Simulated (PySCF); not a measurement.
# C$_{6}$H$_{12}$O: what the fields show

```xyz
19

C     1.9791   -0.0015    0.4259
C     0.8954    0.0473   -0.6492
C     0.0249    1.3074   -0.5171
C    -1.1177    0.8837    0.3962
C    -1.4552   -0.5301   -0.0958
O    -2.1558   -1.3131    0.8359
C    -0.0930   -1.1273   -0.5138
H     1.5413    0.0452    1.4203
H     2.5523   -0.9227    0.3450
H     2.6649    0.8357    0.3152
H     1.3858    0.0265   -1.6260
H    -0.3746    1.5876   -1.4931
H     0.5856    2.1528   -0.1212
H    -1.9750    1.5524    0.3491
H    -0.7792    0.8354    1.4340
H    -2.1241   -0.4701   -0.9593
H    -1.6217   -1.3876    1.6360
H     0.2438   -1.8267    0.2538
H    -0.1865   -1.6856   -1.4436
```

Geometry: GFN2-xTB.

Computed with PySCF 2.14.0, PBE0/pcSseg-1, SCF density, gas phase, non-relativistic.

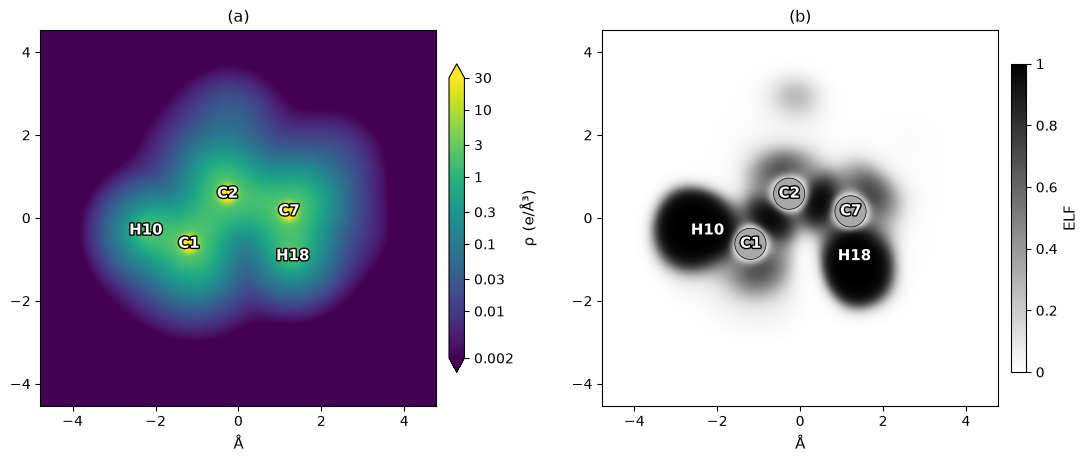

Figure 1. (a) electron density; (b) electron localisation function on the plane of atoms C2, C1 and H10. Grey discs cover the atomic cores in the ELF map.

### Interpret the plot.

The plane passes through C and H nuclei. C–C (1.53 Å): ρ at the midpoint is about 1.6 e/Å³; the ELF peaks at about 0.95 between the atoms (a shared electron pair). C–H (1.09 Å): ρ at the midpoint is about 2 e/Å³; the ELF climbs to about 1 towards the hydrogen, as it does in any bond to H: an ordinary covalent bond to hydrogen.

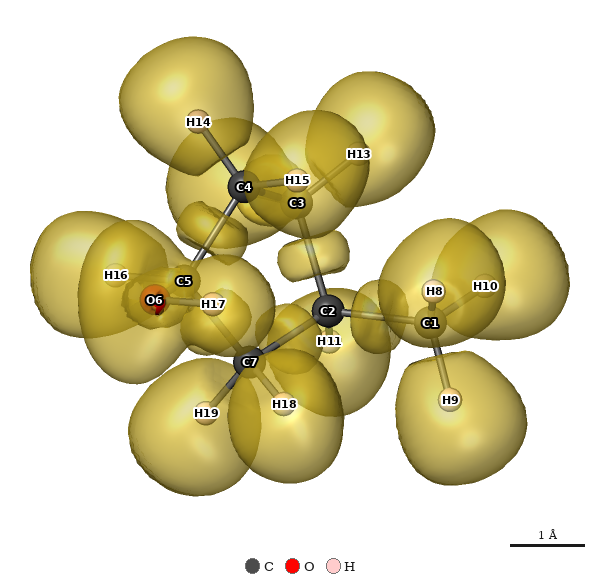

Figure 2. Isosurface of the electron localisation function at 0.75 (yellow), seen at a tilt. Only the valence region is drawn (cores and ρ < 0.01 e/Å³ removed).

### What do the ELF domains correspond to?

The ELF exceeds this value in six regions between bonded C–C atoms (shared pairs), eleven regions around hydrogen nuclei and one joined region spread over several atoms (H, O), in which their bonds and any lone pairs are merged. Along the contacts the grid gives the following. C–O (1.40 Å): the ELF peaks at about 0.90 between the atoms: a shared but strongly polarised pair. C–C (1.52 Å): the ELF peaks at about 0.95 between the atoms: a shared electron pair.

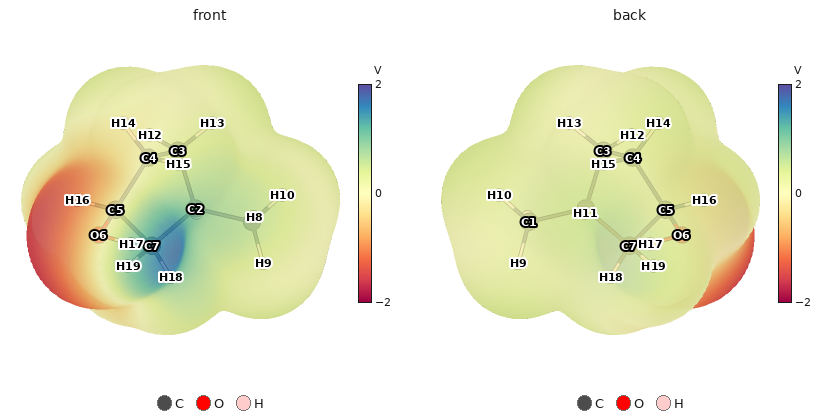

Figure 3. The molecular electrostatic potential painted on the density surface at 0.001 e/bohr³, seen from the front and from behind; red is negative and blue positive.

### Describe the electrostatic potential map.

The most negative region (about −1.6 V, or −37 kcal/mol for a unit charge) lies over O6, the most positive (about +1.7 V, or +39 kcal/mol for a unit charge) over H17. O6 is the likeliest acceptor of a hydrogen bond.

### What dipole moment does the calculation give?

Its dipole moment is 1.71 D.

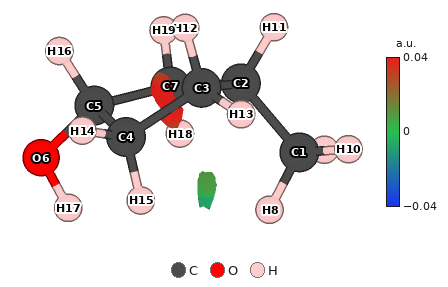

Figure 4. Non-covalent interaction (NCI) plot: the surface where the reduced density gradient is 0.5, for densities under 0.05 a.u., coloured by sign(λ₂)ρ; seen from one side.

### Identify the weak interactions.

- Between H8 and C1 on one side and H15 and C4 on the other: a weak contact (green)
- Inside the ring or cage of C2, C3, C4, C5 and C7: steric crowding (red)
